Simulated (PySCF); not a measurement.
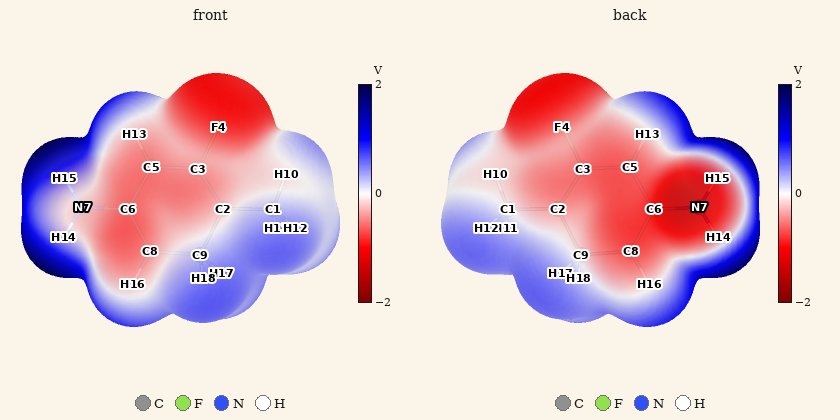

*C$_{7}$H$_{9}$FN (SMILES CC1=C(F)C=C(N)[CH]C1) (doublet). The electrostatic potential painted on the density surface at 0.002 e/bohr³, seen from the front and from behind; red is negative and blue positive.*

Geometry: GFN2-xTB.

Level of theory: UKS B3LYP, pcH-1 on C F H N, non-relativistic, mean-field spin-orbit, GIAO in PySCF 2.14.0, density-fitted response routines.

```xyz
18

C     2.6597   -0.3004   -0.1462
C     1.1879   -0.0753   -0.0524
C     0.6349    1.0302    0.5166
F     1.4532    1.9869    1.0321
C    -0.7365    1.2644    0.6227
C    -1.6418    0.3059    0.1183
N    -2.9979    0.5837    0.1632
C    -1.1671   -0.8377   -0.4586
C     0.2848   -1.1213   -0.6188
H     3.2064    0.5485    0.2545
H     2.9461   -1.1938    0.4115
H     2.9579   -0.4530   -1.1845
H    -1.0880    2.1705    1.0857
H    -3.6096   -0.2100    0.0602
H    -3.2859    1.2352    0.8754
H    -1.8538   -1.5776   -0.8414
H     0.5167   -1.2553   -1.6887
H     0.5242   -2.0947   -0.1612
```

**Where is the surface potential most negative and most positive?**

The most negative region (about −1.3 V) lies over N7, the most positive (about +1.9 V) over H14 and H15. N7 is the likeliest acceptor of a hydrogen bond.
